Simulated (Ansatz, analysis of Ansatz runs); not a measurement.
# Li2CdCl4 (Imma), V_Li hop (4.4 Å): attempt frequency at charge −1

Aim: the prefactor of a hop in Li2CdCl4 (Imma) (V_Li hop (4.4 Å), charge −1) from the modes of the moving atom at the start and at the top of a path found beforehand. Model: a cell of 56 host atoms with 1 Li taken out.

Method: plane-wave PAW DFT, PBEsol; finite-difference force constants of the moving atom alone, in Ansatz 0.2.0.

### Step 1. Starting point

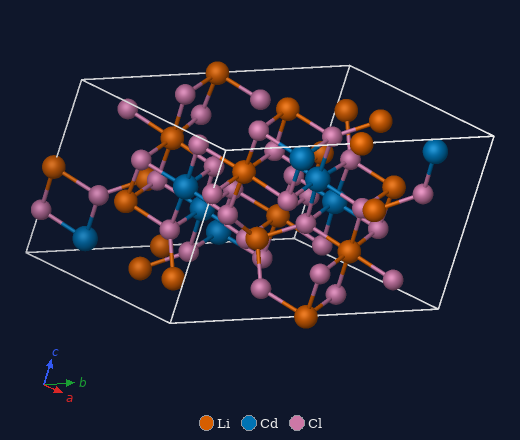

The starting structure, seen slightly off an axis (lithium orange, cadmium blue, chlorine pink). Bonds to atoms that aren't drawn are left out. Some periodic images of atoms are drawn too.

The cell holds 55 atoms: 15 Li, 8 Cd and 32 Cl. Cell: a = 12.949 Å, b = 12.809 Å, c = 10.609 Å, α = 66.4°, β = 65.0°, γ = 48.6°. It derives from Li2CdCl4 (space group Imma). Nearest the centre at fractional (0.624, 0.624, 0.126): Li15 at 2.14 Å, Cl37 at 2.65 Å, Cl43 at 2.68 Å, Cl54 at 2.77 Å, Cl47 at 2.78 Å, Cl33 at 2.83 Å, Cl26 at 2.84 Å, Cd23 at 3.67 Å. The cell carries charge −1.

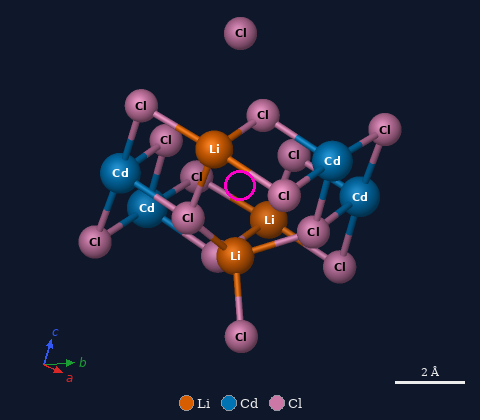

The atoms within 5 Å of the centre. A ring marks the middle of the ideal hop wherever no atom is near it. Bonds to atoms that aren't drawn are left out.

The cell's shortest repeat is 10.6 Å.

### Step 2. Vibrations of the moving atom at the start point

Harmonic transition-state theory takes the prefactor from the modes at the minimum and at the top. Only the moving atom is displaced, by 0.02 Å, which takes six displaced runs and a reference; the host's atoms are held.

qm1.start.modes/input.yaml reads:

```yaml
crystal:
  lattice:
    - [0.0, 7.62069338, 10.46883164]
    - [7.38023042, 0.0, 10.46883164]
    - [7.38023042, 7.62069338, 0.0]
  atoms:
    - { symbol: Li, position: [0.19669326, 0.44572271, 0.05373959] }
    - { symbol: Li, position: [0.69669906, 0.94624629, 0.55332314] }
    - { symbol: Li, position: [0.94486781, 0.19463771, 0.80538177] }
    - { symbol: Li, position: [0.12675132, 0.62951542, 0.62336141] }
    - { symbol: Li, position: [0.37365395, 0.87693542, 0.87894652] }
    - { symbol: Li, position: [0.62441004, 0.12337042, 0.12687928] }
    - { symbol: Li, position: [0.87095891, 0.37970513, 0.37667163] }
    - { symbol: Li, position: [0.13008201, 0.12119216, 0.12379918] }
    - { symbol: Li, position: [0.37942062, 0.37773037, 0.37104721] }
    - { symbol: Li, position: [0.62661855, 0.62377986, 0.62059632] }
    - { symbol: Li, position: [0.87350992, 0.87457313, 0.87703105] }
    - { symbol: Li, position: [0.05441436, 0.80497196, 0.1950099] }
    - { symbol: Li, position: [0.30543061, 0.05073222, 0.44503028] }
    - { symbol: Li, position: [0.55576268, 0.30313634, 0.69592953] }
    - { symbol: Li, position: [0.8011376, 0.55500459, 0.9489653] }
    - { symbol: Cd, position: [0.0048273, -0.0043116, 0.49956334] }
    - { symbol: Cd, position: [0.25041664, 0.25131979, 0.74858608] }
    - { symbol: Cd, position: [0.49956969, 0.50090258, 0.00455276] }
    - { symbol: Cd, position: [0.74734687, 0.74640885, 0.25396397] }
    - { symbol: Cd, position: [0.00184322, 0.49987479, 0.50015306] }
    - { symbol: Cd, position: [0.25125774, 0.74894125, 0.74560617] }
    - { symbol: Cd, position: [0.49720305, -0.00345218, 0.00280814] }
    - { symbol: Cd, position: [0.74631709, 0.25479631, 0.25021348] }
    - { symbol: Cl, position: [0.13424942, 0.12262514, 0.87778967] }
    - { symbol: Cl, position: [0.38679406, 0.36684714, 0.13134148] }
    - { symbol: Cl, position: [0.64454392, 0.61275337, 0.38754376] }
    - { symbol: Cl, position: [0.8842719, 0.86931736, 0.63394469] }
    - { symbol: Cl, position: [0.24298574, 0.75107773, 0.50760106] }
    - { symbol: Cl, position: [0.49676676, 1.00253121, 0.74910775] }
    - { symbol: Cl, position: [0.74723631, 0.2465244, 0.00339887] }
    - { symbol: Cl, position: [1.00138204, 0.49783245, 0.25413071] }
    - { symbol: Cl, position: [0.1161898, 0.63718193, 0.8661612] }
    - { symbol: Cl, position: [0.36267017, 0.89472011, 0.10540485] }
    - { symbol: Cl, position: [0.61892802, 0.13497946, 0.36326598] }
    - { symbol: Cl, position: [0.87229435, 0.38439082, 0.61592718] }
    - { symbol: Cl, position: [0.2480836, 0.25101735, -0.00270185] }
    - { symbol: Cl, position: [0.50153947, 0.49304038, 0.24864808] }
    - { symbol: Cl, position: [0.75277589, 0.74635226, 0.50221328] }
    - { symbol: Cl, position: [0.99685795, 0.99703504, 0.75332998] }
    - { symbol: Cl, position: [-0.00333552, 0.00581001, 0.24978734] }
    - { symbol: Cl, position: [0.25221438, 0.25340132, 0.49853456] }
    - { symbol: Cl, position: [0.50104877, 0.50123346, 0.75399523] }
    - { symbol: Cl, position: [0.75149969, 0.75271881, 0.99950729] }
    - { symbol: Cl, position: [0.13289589, 0.61417798, 0.38634542] }
    - { symbol: Cl, position: [0.38148342, 0.86399061, 0.63877641] }
    - { symbol: Cl, position: [0.628507, 0.11151366, 0.88922078] }
    - { symbol: Cl, position: [0.88426578, 0.36172461, 0.13631647] }
    - { symbol: Cl, position: [0.00362225, 0.50213472, 0.74630975] }
    - { symbol: Cl, position: [0.25161455, 0.7511364, 0.99394504] }
    - { symbol: Cl, position: [0.50313281, 0.0011015, 0.24697387] }
    - { symbol: Cl, position: [0.75602413, 0.24678357, 0.49824994] }
    - { symbol: Cl, position: [0.11163283, 0.13400936, 0.3687998] }
    - { symbol: Cl, position: [0.36392648, 0.38309291, 0.6176732] }
    - { symbol: Cl, position: [0.6139117, 0.63157282, 0.86625612] }
    - { symbol: Cl, position: [0.86131179, 0.87880094, 0.12202801] }
  symmetry: { detect: false }
total_charge: -1
basis:
  ecutwfc: 420
  xc_grid: 2
hamiltonian:
  xc: pbesol
kpoints:
  mp_grid: { grid: [1, 1, 1], shift: [0.25, 0.25, 0.25] }
scf:
  occupations: { method: fixed }
  max_iter: 150
phonons:
  supercell: [1, 1, 1]
  displaced_sites: [14]
  amplitude: 0.02
```

The run is started by

```sh
ansatz run input.yaml --threads 4 --pin off --max-ram 14131MiB --backend cpu --events-out ev --progress --plain --runs-dir out
```

Numbers of over 12 decimals in the logs are rounded to 6 here.

Output:

```text
[... repeated set-up lines and file paths are left out, and long positions are rounded to six places ...]
Engine: ansatz 0.2.0, x86_64-unknown-linux-gnu
Pseudopotentials: kind: paw
Pseudopotential: Li, paw, valence charge 3, recommended cutoff 420 eV (normal), Li.paw.azcp
Pseudopotential: Cd, paw, valence charge 20, recommended cutoff 420 eV (normal), Cd.paw.azcp
Pseudopotential: Cl, paw, valence charge 7, recommended cutoff 420 eV (normal), Cl.paw.azcp
Functional definition: PBEsol
  exchange = pbesol_x
  correlation = pbesol_c
Crystal: 55 atoms, lattice volume = 1177.586 Å³
Basis set: ecut = 420 eV, 23051 PW (Γ), exchange–correlation on 180×180×144 points (8 copies of the dense FFT grid, shifted against one another)
Bands: 270, of which v1, the nominal top of the filled ones, is band 215 counted from 1 (214 counted from 0)
Symmetry: 1 space group operations
k-points: 1
Non-local potential: Li, projectors of the file, l = 0: 3, l = 1: 2, l = 2: 1
Non-local potential: Cd, projectors of the file, l = 0: 3, l = 1: 2, l = 2: 2, l = 3: 1
Non-local potential: Cl, projectors of the file, l = 0: 2, l = 1: 2, l = 2: 2
PAW form: soft (Blöchl's): semilocal exchange-correlation on the pseudo side does not see the compensation charge
PAW frozen core: Cd, regenerated for the run's functional, and the local potential with it (the file was generated under x = pbe(κ = 0.804, μ = 0.219515), c = pbe(β = 0.066725))
PAW frozen core: Cl, regenerated for the run's functional, and the local potential with it (the file was generated under x = pbe(κ = 0.804, μ = 0.219515), c = pbe(β = 0.066725))
PAW one-centre angular grid: Li, 110 points (default); XC on 64 Gauss nodes
PAW one-centre angular grid: Cd, 590 points (default); XC on 64 Gauss nodes
PAW one-centre angular grid: Cl, 110 points (default); XC on 64 Gauss nodes
Initial density: superposition of atomic densities (neutral atoms scaled as one to the charged cell's electrons: chi_scale 0, normalization atom), corrected by the library's trained network
Initial wavefunctions: pseudopotential atomic-orbital guess
Functional: x = pbesol(κ = 0.804, μ = 0.123457), c = pbesol(β = 0.046)
SCF iter   1: F=—  HF=-102540.950203 eV  |F-HF|=—  |Δ(HF+E_count)|=         —  Δρ=9.41e-3  dr2=1.11e0  ethr=1.77e-3  ⟨swp⟩=5.0  Hψ=855  notcnv=0  defer=52
preconditioner: auto → Resta (q_TF=auto, 2.307 Å⁻¹)  ε∞=3.5  [insulator: Δε(μ)=3.919 eV  Ē_g=12.503 eV  n_scr=242 (ndim 8)  ℏωp=19.8 eV  f_vac=0.071  ε∞_Penn≈3.5]
SCF iter   2: F=—  HF=-102540.586081 eV  |F-HF|=—  |Δ(HF+E_count)|=   3.64e-1  Δρ=2.37e-3  dr2=9.54e-2  ethr=2.58e-4  ⟨swp⟩=2.0  Hψ=519  notcnv=0  defer=53
SCF iter   3: F=—  HF=-102540.561299 eV  |F-HF|=—  |Δ(HF+E_count)|=   2.48e-2  Δρ=8.85e-4  dr2=1.24e-2  ethr=2.22e-5  ⟨swp⟩=2.0  Hψ=347  notcnv=0  defer=53
SCF iter   4: F=—  HF=-102540.561825 eV  |F-HF|=—  |Δ(HF+E_count)|=   5.26e-4  Δρ=2.53e-4  dr2=8.56e-4  ethr=2.89e-6  ⟨swp⟩=2.0  Hψ=361  notcnv=0  defer=53
SCF iter   5: F=—  HF=-102540.562532 eV  |F-HF|=—  |Δ(HF+E_count)|=   7.07e-4  Δρ=5.55e-5  dr2=4.96e-5  ethr=1.99e-7  ⟨swp⟩=2.0  Hψ=426  notcnv=0  defer=47
SCF iter   6: F=—  HF=-102540.562671 eV  |F-HF|=—  |Δ(HF+E_count)|=   1.39e-4  Δρ=2.24e-5  dr2=6.05e-6  ethr=1.15e-8  ⟨swp⟩=2.0  Hψ=430  notcnv=0  defer=47
SCF iter   7: F=—  HF=-102540.563853 eV  |F-HF|=—  |Δ(HF+E_count)|=   1.18e-3  Δρ=1.12e-5  dr2=1.31e-6  ethr=1.41e-9  ⟨swp⟩=2.0  Hψ=438  notcnv=0  defer=47
SCF iter   8: F=—  HF=-102540.563854 eV  |F-HF|=—  |Δ(HF+E_count)|=   1.05e-6  Δρ=2.55e-6  dr2=8.25e-8  ethr=3.04e-10  ⟨swp⟩=2.0  Hψ=438  notcnv=0  defer=47
SCF iter   9: F=—  HF=-102540.563854 eV  |F-HF|=—  |Δ(HF+E_count)|=   1.40e-7  Δρ=7.59e-7  dr2=8.98e-9  ethr=1.92e-11  ⟨swp⟩=2.0  Hψ=438  notcnv=0  defer=47
SCF iter  10: F=-102540.563854 eV  HF=-102540.563854 eV  |F-HF|=6.69e-10  |Δ(HF+E_count)|=   9.60e-9  Δρ=1.82e-7  dr2=4.82e-10  ethr=1.00e-12  ⟨swp⟩=19.0  Hψ=1950  notcnv=0
SCF 1 converged in 10 iterations: F = -102540.563854 eV  dr2 = 4.82e-10
  greatest PAW one-centre occupation: 1.000 electrons in one spin orbital (limit 2), on the Cd atom at site 21 (counted from 0), in its partial waves of l = 0
Initial density: handed on by an earlier stage of this run
Initial wavefunctions: those handed on with the density
[...]
SCF 2 converged in 8 iterations: F = -102540.563532 eV  dr2 = 1.82e-11
[...]
SCF 3 converged in 5 iterations: F = -102540.563530 eV  dr2 = 7.26e-11
[...]
SCF 4 converged in 8 iterations: F = -102540.563334 eV  dr2 = 1.72e-11
[...]
SCF 5 converged in 5 iterations: F = -102540.563237 eV  dr2 = 6.59e-11
[...]
SCF iter   5: F=—  HF=-102540.563361 eV  |F-HF|=—  |Δ(HF+E_count)|=   1.27e-7  Δρ=1.75e-6  dr2=2.83e-8  ethr=4.13e-11  ⟨swp⟩=2.0  Hψ=438  notcnv=0  defer=47
SCF iter   6: F=—  HF=-102540.563361 eV  |F-HF|=—  |Δ(HF+E_count)|=   2.13e-8  Δρ=4.24e-7  dr2=1.83e-9  ethr=6.58e-12  ⟨swp⟩=2.0  Hψ=438  notcnv=0  defer=47
SCF iter   7: F=—  HF=-102540.563361 eV  |F-HF|=—  |Δ(HF+E_count)|=   1.63e-9  Δρ=1.23e-7  dr2=1.89e-10  ethr=1.00e-12  ⟨swp⟩=2.0  Hψ=420  notcnv=0  defer=47
SCF iter   8: F=-102540.563361 eV  HF=-102540.563361 eV  |F-HF|=2.91e-11  |Δ(HF+E_count)|=  3.93e-10  Δρ=3.49e-8  dr2=1.72e-11  ethr=1.00e-12  ⟨swp⟩=4.0  Hψ=782  notcnv=0
SCF 6 converged in 8 iterations: F = -102540.563361 eV  dr2 = 1.72e-11
iter 1 solved again at ethr=1.46e-10 eV; its pass at ethr=3.10e-3 eV (dr2=6.26e-7 eV) is discarded
SCF iter   1: F=—  HF=-102540.563429 eV  |F-HF|=—  |Δ(HF+E_count)|=         —  Δρ=1.75e-5  dr2=7.21e-7  ethr=1.46e-10  ⟨swp⟩=3.0  Hψ=820  notcnv=0  defer=47
SCF iter   2: F=—  HF=-102540.563499 eV  |F-HF|=—  |Δ(HF+E_count)|=   6.96e-5  Δρ=9.21e-6  dr2=2.17e-7  ethr=1.46e-10  ⟨swp⟩=2.0  Hψ=403  notcnv=0  defer=47
SCF iter   3: F=—  HF=-102540.563500 eV  |F-HF|=—  |Δ(HF+E_count)|=   7.59e-7  Δρ=6.74e-7  dr2=4.92e-9  ethr=5.04e-11  ⟨swp⟩=2.0  Hψ=378  notcnv=0  defer=47
SCF iter   4: F=—  HF=-102540.563500 eV  |F-HF|=—  |Δ(HF+E_count)|=   1.46e-9  Δρ=3.02e-7  dr2=5.08e-10  ethr=1.14e-12  ⟨swp⟩=2.0  Hψ=404  notcnv=0  defer=47
SCF iter   5: F=-102540.563500 eV  HF=-102540.563500 eV  |F-HF|=1.46e-11  |Δ(HF+E_count)|=   1.19e-9  Δρ=7.40e-8  dr2=6.58e-11  ethr=1.00e-12  ⟨swp⟩=4.0  Hψ=815  notcnv=0
SCF 7 converged in 5 iterations: F = -102540.563500 eV  dr2 = 6.58e-11
SCF converged after 10 iterations
Free energy (F): -102540.563854 eV
Harris-Foulkes:  -102540.563854 eV  (|F-HF|=6.69e-10)
Internal energy: -102540.563854 eV  (E = F + TS)
E sigma→0 (E₀):  -102540.563854 eV
Fermi energy:    2.522629 eV
--- Per-component energies (eV) ---
  E_band       = -6377.815522
  E_kinetic    = 9529.038177
  E_local      = -48847.285297  (includes V_loc(G=0)·N_el)
  E_nonlocal   = 740.615963
  E_hartree    = 21248.421258
  E_xc         = -4958.776812
  E_vxc        = -5865.035570  (∫ρ·V_xc dr)
  E_paw        = -52959.658501  (= ΣΔE_a)
  E_vpaw       = -4431.996973  (= ΣTr[D̂ρ^β])
  E_aug_tail   = 0.003284  (compensation charges beyond the density's cutoff)
  E_ewald      = -27298.167431
  E_core_change = 5.245505  (= ΣΔE_core)
  E_smearing   = -0.000000  (= −TS)
  E_closure    = 0.000000  (closes the sum)
  E_deformation_potential = -10.802585  (in the stress; not in F)
  Σ components = -102540.563854   (vs F -102540.563854, Δ=0.00e0)
--- Forces (eV/Å), atoms counted from 1 ---
  atom   1  Li     0.00789534    -0.00218010     0.00222638
  atom   2  Li     0.00528422     0.00068358    -0.00235329
  [... 12 atoms left out ...]
  atom  15  Li     0.00009664     0.00240710    -0.00334020
  [... 2 atoms left out ...]
  atom  18  Cd     0.00004265     0.00152588    -0.00000434
  [... 3 atoms left out ...]
  atom  22  Cd     0.01070469    -0.00533782     0.00414289
  atom  23  Cd     0.00747344    -0.00544142    -0.00917977
  [... 2 atoms left out ...]
  atom  26  Cl    -0.00117073     0.00005051    -0.00096262
  [... 6 atoms left out ...]
  atom  33  Cl    -0.00177136     0.00155416    -0.00274244
  [... 3 atoms left out ...]
  atom  37  Cl    -0.00483797     0.00170686    -0.00114950
  [... 5 atoms left out ...]
  atom  43  Cl    -0.00142686     0.00125393     0.00027029
  [... 3 atoms left out ...]
  atom  47  Cl    -0.00395015     0.00155952     0.00594707
  [... 6 atoms left out ...]
  atom  54  Cl    -0.00282413    -0.00144626     0.00512072
  [... 1 atom left out ...]
  max |Σ_I F_I| component: 4.61e-6 eV/Å
--- Band table (eV) ---
  k-point 0: bands = ["-97.6417", "-97.6415", "-97.5620", "-97.5610", [... 262 left out ...] "11.7649", "11.7844", "11.8057", "11.8205"]
--- Phonons: 6 displaced members + reference (amplitude 0.02 Å, Σ member SCF iterations 39) ---
  symmetry images taken by strict's conditions (phonons.symmetry_images: auto; settled by no image being taken that strict refuses)
  force constants formed among 1 of 55 sites (Li 14); the other 54 at rest. The modes move the named sites alone.
  the frequencies, the zero-point energy and the sums are of the block with the acoustic sum rule laid on its rows. Row sums over every site: 8.8e-5 eV/Å² at the most
  transpose residual: 2.1e-5 eV/Å²
  largest component of a force at the reference: 3.3e-3 eV/Å on a named site, 1.1e-2 eV/Å on a site at rest
  frequencies among the named sites at Γ of the cell (cm⁻¹): 242.22 295.87 333.82
  unstable modes among the named sites: 0
  frequencies as built, with no sum rule (cm⁻¹): 242.22 295.87 333.82
  zero-point energy: 0.054052 eV/cell   skipped modes (ω ≤ 0): 0
  not written: the harmonic force-constant file, the file of eigenvectors (these modes' are written with the force constants), the density of states and the dispersion, which are of every site
```

Run time: 64 s. Hardware: 4 threads of Intel Xeon Platinum 8124M at 3.00GHz (Skylake/Cascade Lake), shared host; peak memory 2.1 GiB; 4 min of CPU time.

Read from the output:

```
free energy                : -102540.5639 eV
frequencies of moving atom : 242.2, 295.9, 333.8 cm⁻¹ (negative: imaginary)
```

The three modes are 242, 296 and 334 cm⁻¹: all real, a minimum for this atom with the others held.

[end of part 1 of 2]

[Logs are printed without paths, hosts, clocks, repeated set-up lines and the standing remarks that a program may print on its own settings, such as how far it seeks lower states.]

[Hosts, paths, dates, database ids (printed as entryN), source tags and the programs' standing remarks are cut or masked in the printed files.]
